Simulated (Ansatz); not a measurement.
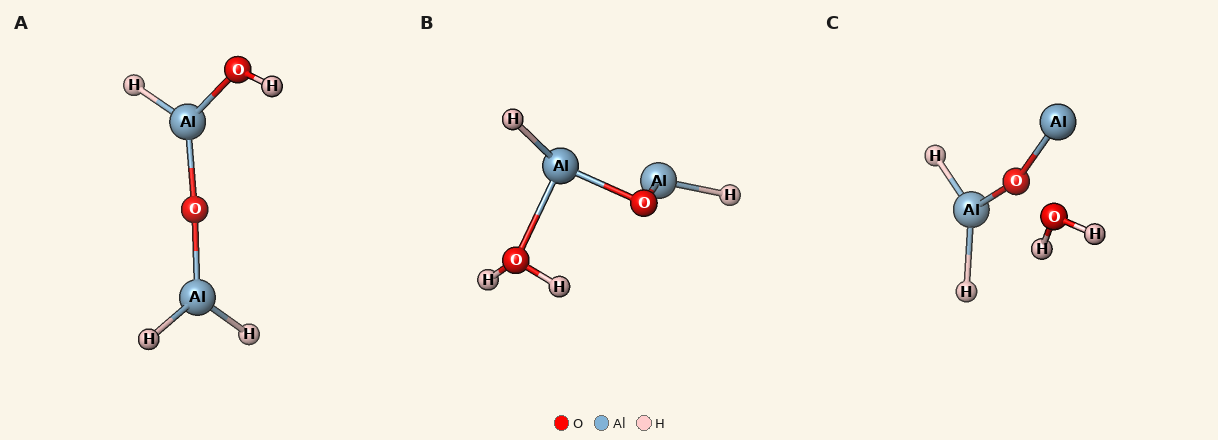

3 stationary structures of one formula. Geometries: PBE0-D4/def2-TZVP. Electronic energies: RHF-CCSD(T) (frozen core)/def2-TZVPP (Ansatz 0.2.0), without zero-point energy. No frequency run is at hand to confirm each as a minimum. Each is one conformer, not always the lowest.

Which is lowest in energy, and by how much?

A is lowest (Cs); C lies 1.748 eV above it (C1), B lies 2.733 eV above it (C1).
